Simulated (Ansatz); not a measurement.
## CH$_{5}$Ga: geometry relaxation

The run: geometry relaxation of CH$_{5}$Ga. Method and program: RKS PBE0/def2-SVP (Ansatz 0.2.0).

It belongs to a series of runs on one base structure; here: end point A relaxed.

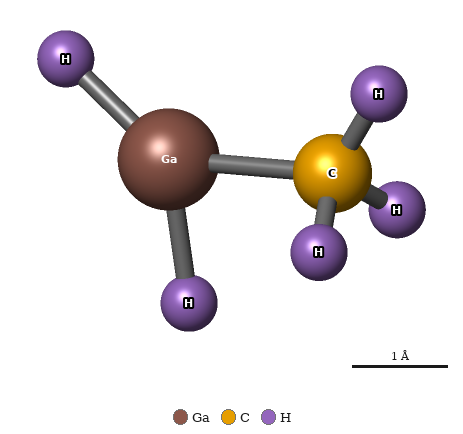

*The structure as given in the input (ball-and-stick view, seen at a tilt). Sticks mark near contacts.*

Bond lengths as drawn: C–Ga 1.96 Å, C–H 1.10 Å and Ga–H 1.55 to 1.56 Å.

Results in brief

```tsv
quantity	value
outcome	converged
total energy	−53480.1667 eV
mean-field energy	−53480.1667 eV
largest force (length of the vector) at the end	0.018 eV/Å
hardware	1 thread of Intel Xeon (Granite Rapids), 32 GiB of memory available, shared host
wall time	7.9 s
peak memory	0.15 GiB
```

Input file
```yaml
crystal:
  periodic: [false, false, false]
  atoms:
    - { symbol: Ga, position_ang: [0.31917, 0.007924, 0.014973] }
    - { symbol: C, position_ang: [1.067622, -0.040626, 1.823268] }
    - { symbol: H, position_ang: [0.466495, -0.199518, 2.731371] }
    - { symbol: H, position_ang: [1.851383, -0.814193, 1.770423] }
    - { symbol: H, position_ang: [1.601517, 0.920639, 1.914453] }
    - { symbol: H, position_ang: [1.80043, 0.216998, -0.412537] }
    - { symbol: H, position_ang: [-1.049216, -0.091225, -0.704251] }
basis:
  gaussian: { orbitals: def2-SVP }
hamiltonian:
  xc: pbe0
relax:
  f_tol: 0.03
  max_steps: 50
output:
  orbitals: {}
```

Launched with:
```bash
ansatz run input.yaml --threads 1 --pin off --max-ram 2048MiB --backend cpu --events-out ev --progress --plain --runs-dir out
```

The program's output
```
The last accepted step is kept in [file] (removed where the run ends without a failure and the disk answers)
Engine: ansatz 0.2.0, x86_64-unknown-linux-gnu
Functional definition: PBE0
  parameter a = 0.25
  parameter kappa = 0.804
  parameter beta = 0.06672455060314922
  exchange = (1 - a)*pbe_x(kappa = kappa, mu = beta*pi^2/3) + a*exact_x
  correlation = pbe_c(beta = beta)
778 factors; integrals over basis functions are off by at most 3.5e-4 eV
mean field evaluation 1: about -53474.2018 eV, gradient 4.8e1 eV
mean field evaluation 2: about -53470.1004 eV, gradient 6.0e1 eV
mean field evaluation 4: about -53479.5647 eV, gradient 7.8e-1 eV
mean field evaluation 8: about -53479.5700 eV, gradient 1.2e-2 eV
mean field -53479.57002299 eV, -1965.3379485903 hartree, gradient 2.9e-5 eV, S^2 0.000000; 0 other end points of the search recorded, 0 dependent functions left out
the calculation of the forces begins
reference -53479.57004974 eV, -1965.3379495733 hartree; 21, 21 occupied and 50, 50 virtual orbitals, 778 factors
relax step   1: F+E_penalty+E_count = -53479.57002299 eV  Δ(F+E_penalty+E_count) = +0.000e0 eV  max|allowed force component| = 1.512e0 eV/Å  Δτ_max = 0.0000 Å  (23 SCF iters, accepted)
these checks for a lower state are left out or cut short: starts, cluster_reference, orbital_swaps, neighbouring_geometries, increment
778 factors; integrals over basis functions are off by at most 3.9e-4 eV
mean field evaluation 16: about -53479.8744 eV, gradient 7.5e-2 eV
mean field -53479.87439346 eV, -1965.3491339989 hartree, gradient 6.7e-5 eV, S^2 0.000000; 0 other end points of the search recorded, 0 dependent functions left out
the calculation of the forces begins
reference -53479.87442044 eV, -1965.3491349902 hartree; 21, 21 occupied and 50, 50 virtual orbitals, 778 factors
relax step   2: F+E_penalty+E_count = -53479.87439346 eV  Δ(F+E_penalty+E_count) = -3.044e-1 eV  max|allowed force component| = 7.181e-1 eV/Å  Δτ_max = 0.1949 Å  (23 SCF iters, accepted)
these checks for a lower state are left out or cut short: starts, cluster_reference, orbital_swaps, neighbouring_geometries, increment
778 factors; integrals over basis functions are off by at most 4.1e-4 eV
mean field -53480.02959578 eV, -1965.3548375788 hartree, gradient 6.3e-5 eV, S^2 0.000000; 0 other end points of the search recorded, 0 dependent functions left out
the calculation of the forces begins
reference -53480.02962306 eV, -1965.3548385813 hartree; 21, 21 occupied and 50, 50 virtual orbitals, 778 factors
relax step   3: F+E_penalty+E_count = -53480.02959578 eV  Δ(F+E_penalty+E_count) = -1.552e-1 eV  max|allowed force component| = 4.108e-1 eV/Å  Δτ_max = 0.1951 Å  (23 SCF iters, accepted)
these checks for a lower state are left out or cut short: starts, cluster_reference, orbital_swaps, neighbouring_geometries, increment
778 factors; integrals over basis functions are off by at most 3.8e-4 eV
mean field -53480.14586705 eV, -1965.3591104693 hartree, gradient 2.1e-5 eV, S^2 0.000000; 0 other end points of the search recorded, 0 dependent functions left out
the calculation of the forces begins
reference -53480.14589426 eV, -1965.3591114691 hartree; 21, 21 occupied and 50, 50 virtual orbitals, 778 factors
relax step   4: F+E_penalty+E_count = -53480.14586705 eV  Δ(F+E_penalty+E_count) = -1.163e-1 eV  max|allowed force component| = 3.110e-1 eV/Å  Δτ_max = 0.1995 Å  (24 SCF iters, accepted)
these checks for a lower state are left out or cut short: starts, cluster_reference, orbital_swaps, neighbouring_geometries, increment
778 factors; integrals over basis functions are off by at most 3.8e-4 eV
mean field evaluation 32: about -53480.1631 eV, gradient 3.6e-2 eV
mean field -53480.16528792 eV, -1965.3598241731 hartree, gradient 5.5e-5 eV, S^2 0.000000; 0 other end points of the search recorded, 0 dependent functions left out
the calculation of the forces begins
reference -53480.16531528 eV, -1965.3598251787 hartree; 21, 21 occupied and 50, 50 virtual orbitals, 778 factors
relax step   5: F+E_penalty+E_count = -53480.16528792 eV  Δ(F+E_penalty+E_count) = -1.942e-2 eV  max|allowed force component| = 1.248e-1 eV/Å  Δτ_max = 0.1299 Å  (23 SCF iters, accepted)
these checks for a lower state are left out or cut short: starts, cluster_reference, orbital_swaps, neighbouring_geometries, increment
778 factors; integrals over basis functions are off by at most 3.8e-4 eV
mean field -53480.16663005 eV, -1965.3598734954 hartree, gradient 5.1e-5 eV, S^2 0.000000; 0 other end points of the search recorded, 0 dependent functions left out
the calculation of the forces begins
reference -53480.16665740 eV, -1965.3598745006 hartree; 21, 21 occupied and 50, 50 virtual orbitals, 778 factors
relax step   6: F+E_penalty+E_count = -53480.16663005 eV  Δ(F+E_penalty+E_count) = -1.342e-3 eV  max|allowed force component| = 1.734e-2 eV/Å  Δτ_max = 0.0170 Å  (25 SCF iters, accepted)
```

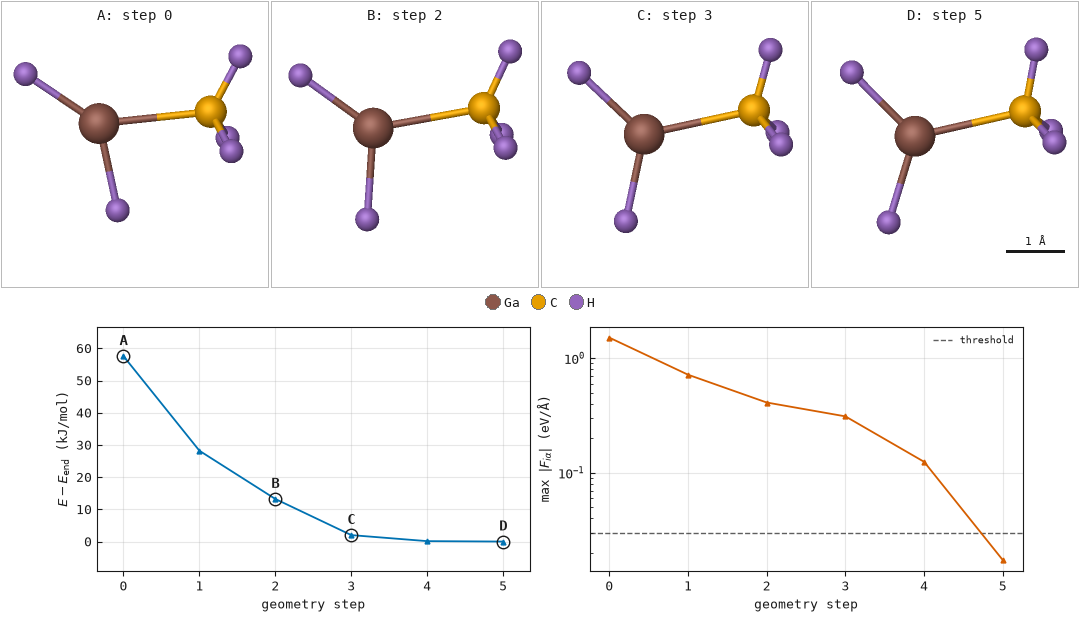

*Frames of the relaxation (ball-and-stick view, seen at a tilt) above the curves, on which the letters mark them (the first geometry is step 0 here and step 1 in the log).*

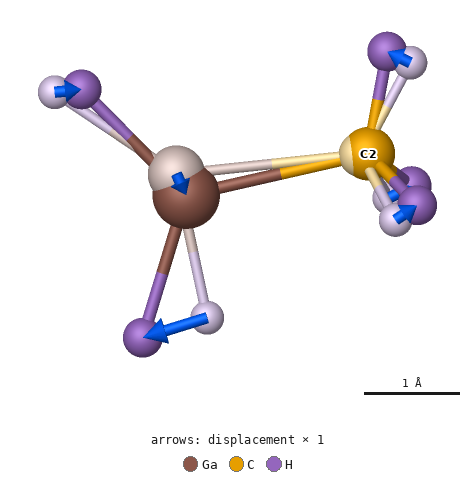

*Start (faint) and end (solid) with the displacements as blue arrows, at true length (ball-and-stick view, seen at a tilt). The two geometries are laid on each other by the best rigid fit.*

The largest move after the best rigid fit is that of H6, 0.71 Å. Largest moves by element: H 0.71 Å, Ga 0.25 Å, C 0.07 Å. Among the contacts that change: Ga1–H7 1.549 → 1.575 Å, Ga1–H6 1.556 → 1.577 Å, Ga1–C2 1.958 → 1.967 Å. Among the angles that change: C2–Ga1–H6 83.9° → 119.5°, C2–Ga1–H7 139.9° → 121.7°, H6–Ga1–H7 136.2° → 118.8°. The energy falls by 57.6 kJ/mol in 5 geometry steps. The largest force component goes from 1.5 to 0.017 eV/Å. (Atoms are counted from 1 in the order of the input.)

```
778 factors; integrals over basis functions are off by at most 3.8e-4 eV
mean field -53480.16663005 eV, -1965.3598734954 hartree, gradient 5.1e-5 eV, S^2 0.000000; 1 other end points of the search recorded, 0 dependent functions left out
the calculation of the forces begins
reference -53480.16665740 eV, -1965.3598745006 hartree; 21, 21 occupied and 50, 50 virtual orbitals, 778 factors
Total energy: -53480.16665740 eV, -1965.3598745006 hartree
Atom 0 at     0.565465     0.041729     0.000268 Å, force     0.004963     0.002230    -0.007703 eV/Å
Atom 1 at     1.093643    -0.039157     1.893309 Å, force    -0.017338    -0.003597    -0.003916 eV/Å
Atom 2 at     0.243248    -0.198998     2.570913 Å, force     0.000435    -0.000018     0.002836 eV/Å
Atom 3 at     1.822022    -0.852639     2.044541 Å, force     0.008268    -0.006218     0.002395 eV/Å
Atom 4 at     1.603024     0.894994     2.181101 Å, force     0.007164     0.008934     0.003949 eV/Å
Atom 5 at     1.666148     0.273491    -1.104640 Å, force     0.002280    -0.000033     0.000164 eV/Å
Atom 6 at    -0.936149    -0.119420    -0.447792 Å, force    -0.005772    -0.001297     0.002275 eV/Å
Dipole moment:     0.044053    -0.006479     0.152200 e Å
```

Trajectory as extended XYZ (Å, eV, eV/Å), 6 frames, from step=1 to step=6
```
7
Properties=species:S:1:pos:R:3:forces:R:3 step=1 energy=-53479.57002
Ga    0.3192    0.0079    0.0150    0.6771   0.0426   0.5306
C     1.0676   -0.0406    1.8233   -0.8073  -0.1625   0.9959
H     0.4665   -0.1995    2.7314    0.0176  -0.0010   0.0266
H     1.8514   -0.8142    1.7704   -0.0090  -0.0231  -0.0078
H     1.6015    0.9206    1.9145   -0.0083   0.0112  -0.0096
H     1.8004    0.2170   -0.4125    0.1842   0.1418  -1.5124
H    -1.0492   -0.0912   -0.7043   -0.0544  -0.0089  -0.0233
7
Properties=species:S:1:pos:R:3:forces:R:3 step=2 energy=-53479.87439
Ga    0.3708    0.0132    0.0324    0.5366   0.0437   0.2476
C     1.0407   -0.0475    1.8744   -0.1246  -0.0104   0.0801
H     0.4446   -0.2056    2.7786   -0.1507  -0.0209   0.0163
H     1.8307   -0.8162    1.7978   -0.0298   0.0011   0.1676
H     1.5836    0.9132    1.9409   -0.0194  -0.0393   0.1601
H     1.8049    0.2331   -0.6068   -0.2461   0.0286  -0.7181
H    -1.0179   -0.0903   -0.6796    0.0341  -0.0027   0.0463
7
Properties=species:S:1:pos:R:3:forces:R:3 step=3 energy=-53480.02960
Ga    0.4243    0.0191    0.0415    0.4108   0.0577  -0.1102
C     1.0391   -0.0492    1.9023    0.2196   0.0496  -0.1950
H     0.3899   -0.2110    2.7685   -0.1421  -0.0150  -0.0285
H     1.8326   -0.8189    1.8630   -0.0864  -0.0048   0.1954
H     1.5881    0.9062    2.0043   -0.0773  -0.0503   0.1893
H     1.7709    0.2447   -0.7985   -0.3720  -0.0311  -0.1655
H    -0.9875   -0.0909   -0.6433    0.0472  -0.0061   0.1144
7
Properties=species:S:1:pos:R:3:forces:R:3 step=4 energy=-53480.14587
Ga    0.5261    0.0414    0.0058   -0.0963  -0.0687   0.1942
C     1.0720   -0.0418    1.8845    0.0254   0.0080   0.0723
H     0.2843   -0.2074    2.6322   -0.0333   0.0017  -0.0556
H     1.8270   -0.8400    1.9750    0.0183  -0.0158   0.0677
H     1.5939    0.9011    2.1162    0.0220   0.0139   0.0835
H     1.7056    0.2570   -0.9866    0.1446   0.0542  -0.3110
H    -0.9517   -0.1103   -0.4895   -0.0807   0.0067  -0.0512
7
Properties=species:S:1:pos:R:3:forces:R:3 step=5 energy=-53480.16529
Ga    0.5624    0.0332    0.0019    0.0168   0.0759  -0.0242
C     1.0924   -0.0381    1.8957    0.1248   0.0070  -0.0560
H     0.2504   -0.1997    2.5768   -0.1227  -0.0146   0.0783
H     1.8230   -0.8498    2.0476    0.0061  -0.0157  -0.0089
H     1.6056    0.8945    2.1863   -0.0271  -0.0081  -0.0393
H     1.6587    0.2744   -1.1065    0.0172  -0.0190   0.0165
H    -0.9351   -0.1146   -0.4640   -0.0150  -0.0255   0.0336
7
Properties=species:S:1:pos:R:3:forces:R:3 step=6 energy=-53480.16663
Ga    0.5655    0.0417    0.0003    0.0050   0.0022  -0.0077
C     1.0936   -0.0392    1.8933   -0.0173  -0.0036  -0.0039
H     0.2432   -0.1990    2.5709    0.0004   0.0000   0.0028
H     1.8220   -0.8526    2.0445    0.0083  -0.0062   0.0024
H     1.6030    0.8950    2.1811    0.0072   0.0089   0.0039
H     1.6661    0.2735   -1.1046    0.0023   0.0000   0.0002
H    -0.9361   -0.1194   -0.4478   -0.0058  -0.0013   0.0023
```

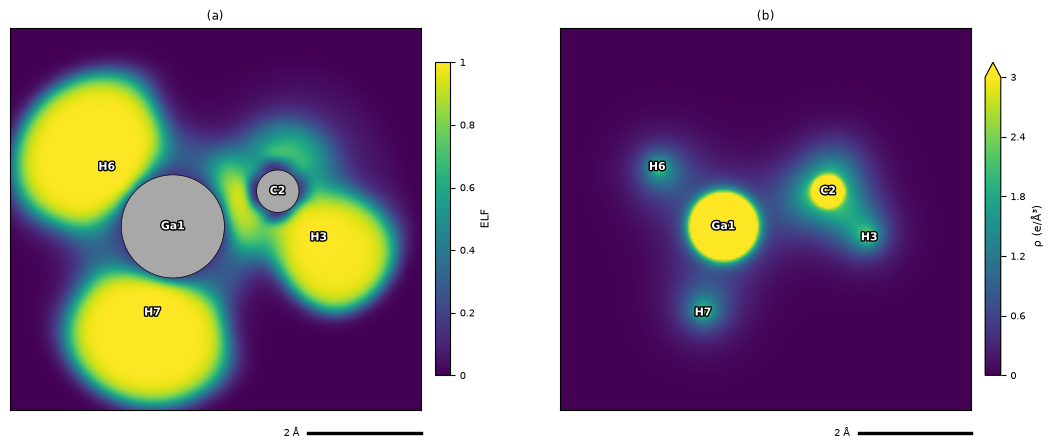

*(a) electron localisation function; (b) electron density on the plane of atoms Ga1, C2 and H3. Grey discs, where drawn, cover atomic cores.*

C–Ga (1.97 Å): ρ at the midpoint is about 0.78 e/Å³; the ELF peaks at about 0.95 in the valence shell of C, 0.7 Å from its nucleus, and is about 0.55 at the midpoint. Ga–H (1.58 Å): ρ at the midpoint is about 0.96 e/Å³, with its minimum of 0.76 e/Å³ about 0.9 Å from Ga; the ELF climbs to about 1 towards the hydrogen.

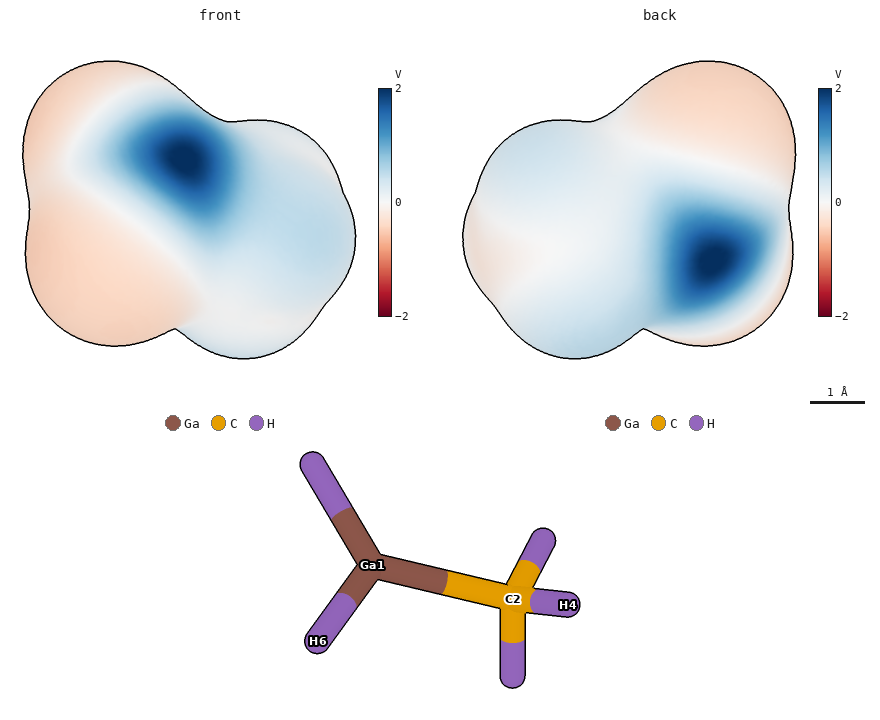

*The molecular electrostatic potential painted on the density surface at 0.001 e/bohr³, seen at a tilt and from behind; the colour scale runs from red (negative) to blue (positive). The bare structure is drawn below in the same view.*
